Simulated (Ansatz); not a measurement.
```
CELL_PARAMETERS angstrom
6.44908 0.00000 0.30339
0.00000 -3.82668 0.00000
-0.24301 0.00000 -6.64065
ATOMIC_POSITIONS crystal
Ge 0.45640 0.00000 0.70507
Ge 0.50991 0.50000 0.12186
Ge 0.04967 0.50000 0.84712
B 0.37523 0.50000 0.82490
Sb 0.85866 0.00000 0.63156
Sb 0.92382 0.50000 0.22585
Sb 0.32230 0.00000 0.31029
```

Space group Pm; a structure from a database of computed crystals, not necessarily the ambient phase; started from the Zn3PBr3-6 prototype, which need not be the ambient phase.

Computed with DFT, r2SCAN+rVV10, plane waves, PAW (Ansatz).

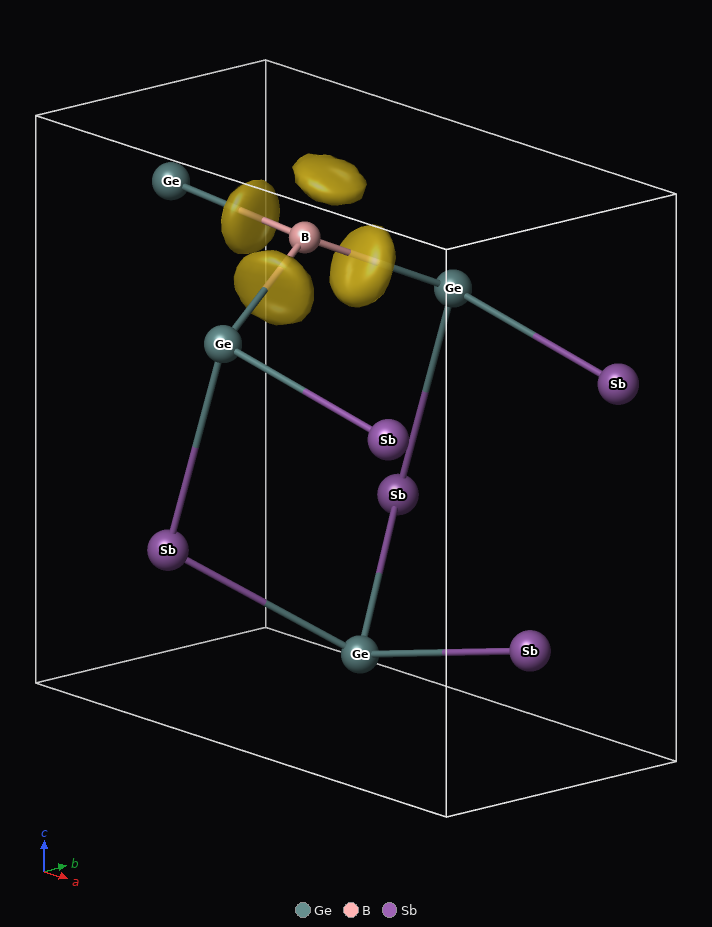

Ge₃BSb₃. Isosurface of the electron localisation function at 0.8 (yellow), seen at an oblique angle. Core shells and regions of very low density are left out. Sticks mark near contacts.

In a PAW calculation such maps are meaningful between the atoms, not at the nuclei.

> Where are the electrons localised?

The ELF exceeds this value in four regions between bonded B–Ge atoms (shared pairs), counted in one cell of 7 atoms. Regions shared between cells count once. Profiles from the grid: Ge–B (2.09 Å): the ELF peaks at about 0.90 between the atoms, as expected for a covalent bond. Ge–Sb (2.63 Å): the ELF peaks at about 0.75 between the atoms.
